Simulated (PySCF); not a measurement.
```tsv
atom	x (Å)	y (Å)	z (Å)
Fe	0.0000	0.0000	-1.2665
Se	0.0000	0.0000	0.8865
```

⟨S²⟩ = 6.06, above the pure value of 6.00.

The calculation used PBE0/def2-TZVPP, non-relativistic Hamiltonian with scalar-relativistic core potentials where named, at a bond length of 2.153 Å (PySCF 2.14.0).

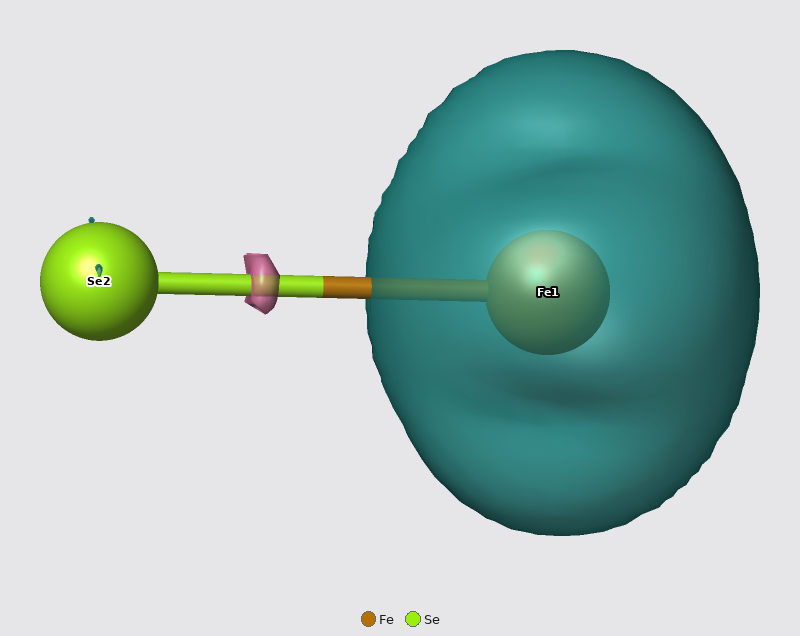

FeSe (quintet). Isosurfaces of the spin density (α minus β) at +0.1 (teal) and −0.1 e/Å³ (pink), seen from one side.

Q: Describe the spin distribution.

A: The unpaired spin (4 electrons) lies mostly on Fe1 (about 3.7) and Se2 (about 0.3), in electrons by Hirshfeld's partition.
